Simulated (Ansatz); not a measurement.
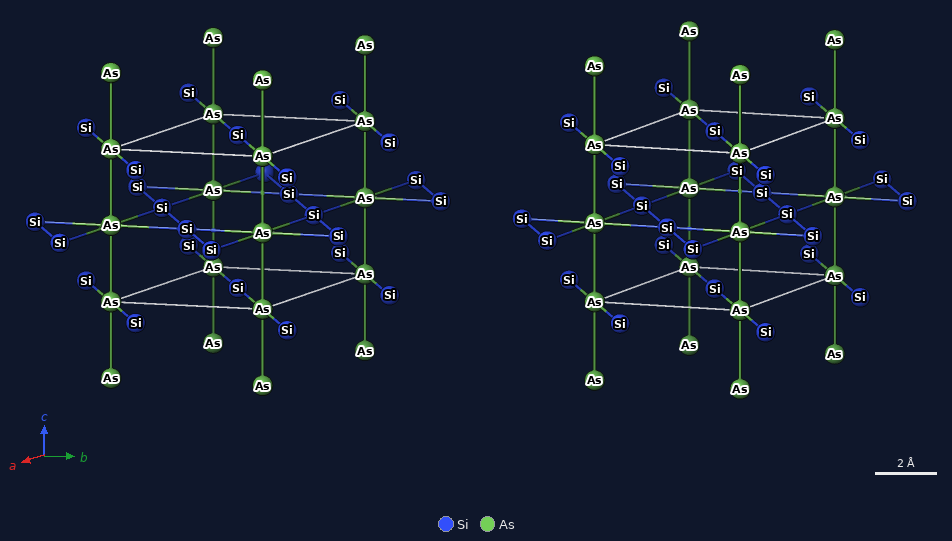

Two geometries of crystalline Si3As2 (a generated structure, set up in Cmmm), drawn at one scale. One is the start of a relaxation, the other its converged end. A ball-and-stick model of the cell of the calculation, seen from a free direction.

The calculation used DFT PBE, scalar-relativistic, plane waves, PAW (Ansatz). Set-up: plane-wave cutoff 420 eV; k-point mesh 10 × 10 × 8; occupations gaussian; smearing width 0.1 eV; no spin polarisation; cell and atoms relaxed; force threshold 0.01 eV/Å; at most 80 steps.

Which of the two is the end point?

The left one is the relaxed one. No atom moves by more than 0.005 Å relative to the cell. The volume changes by −0.2 %, with a = b 4.885 → 5.061 Å (+3.6 %), c 5.441 → 5.289 Å (−2.8 %), γ 118.6° → 122.8°. Near-neighbour distances that change, for instance: As–Si 2.443 → 2.530 Å, As–As 2.720 → 2.644 Å, As–Si 2.495 → 2.421 Å, Si–Si 2.495 → 2.421 Å. Among the angles between lasting bonds that change: Si–As–Si 61.4° → 57.2°, Si–As–Si 118.6° → 122.8°, Si–Si–As 59.3° → 61.4°. The space group stays Cmmm (No. 65). After 4 accepted moves (5 points after the start) the energy has fallen by 26.3 meV per atom. All forces vanish by symmetry, so only the cell relaxes. The pressure goes from −0.39 to 0.02 GPa. The SCF was repeated once at an unchanged geometry on a basis and grid sized afresh for the cell, which shifted the energy by 0.1 meV per atom at most.
